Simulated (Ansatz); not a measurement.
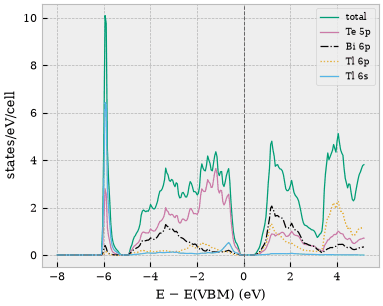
Total and projected density of states of TlBiTe2 in space group R-3m (No. 166; Tl on 3b, Bi on 3a, Te on 6c), PBEsol (plane waves, PAW; program Ansatz)

Problem. Which orbitals carry the states next to the gap?

Solution. Top 1 eV of the valence band: Te 5p 71 %, Tl 6s 12 %, Bi 6p 5 %. Bottom 1 eV of the conduction band: Bi 6p 41 %, Tl 6p 28 %, Te 5p 17 %, Te 5s 10 %. Projections are on Löwdin-orthogonalised atomic valence shells; empty p or d shells of many metals are not among them.

Problem. Where is the tallest occupied peak in this window, and what makes it?

Solution. Near -5.9 eV, about 10 states/eV per cell; the largest projected share is Tl 6s.

The workflow started from a Materials Project entry (that database holds measured and hypothetical structures alike); the Crystallography Open Database files this formula in space group No. 166, but the cells were not matched. Whether it is the stable phase at ambient conditions was not checked. The cell was relaxed with PBEsol under the symmetry of its start; its stability against distortions is not shown here. Scalar-relativistic: spin–orbit coupling is off unless named, which matters more the heavier the elements.

Potentials: the later of the program's two PAW sets.
